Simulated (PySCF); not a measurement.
**SnAs (doublet): density, localisation and related maps**

```xyz
2

Sn    0.0000    0.0000   -0.9429
As    0.0000    0.0000    1.5091
```

Core potentials replace the inner electrons of Sn.

The calculation used PBE0/cc-pVDZ(-PP), non-relativistic Hamiltonian with scalar-relativistic core potentials where named, at a bond length of 2.452 Å in PySCF 2.14.0.

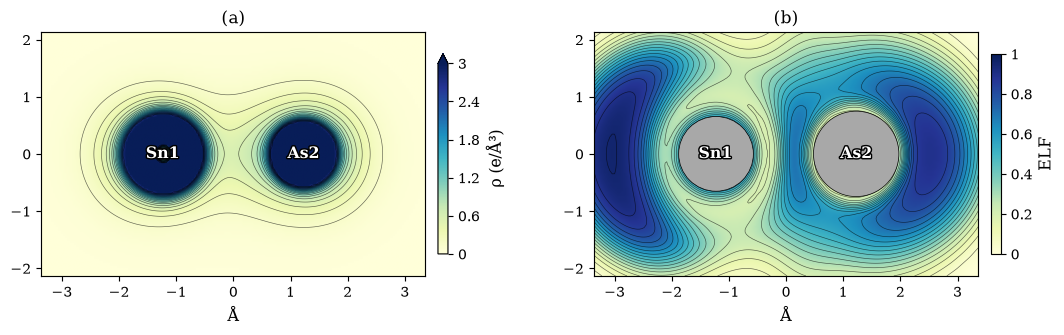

Figure 1. (a) electron density; (b) ELF on a plane that holds the molecular axis. Grey discs cover the atomic cores in the ELF map.

Q: What do the fields say about this system?

A: The section cuts through Sn and As sites.
Sn–As (2.45 Å): ρ is about 0.57 e/Å³ halfway; the ELF peaks at about 0.70 in the valence shell of As, 1.1 Å from its nucleus, and drops to about 0.20 between the two atoms.
The ELF also peaks beside As2, away from the bonds: non-bonding electrons, paired or unpaired.

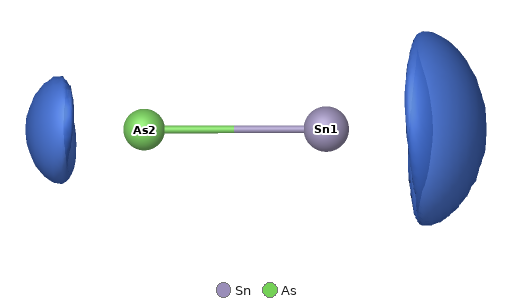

Figure 2. Isosurface of the ELF at 0.85 (blue), seen from one side. Only the valence region is drawn (cores and ρ < 0.01 e/Å³ removed).

Q: Describe the localisation domains.

A: The surface consists of one lobe on As, pointing away from the bonds (non-bonding electrons) and one lobe on Sn, pointing away from the bonds (non-bonding electrons).
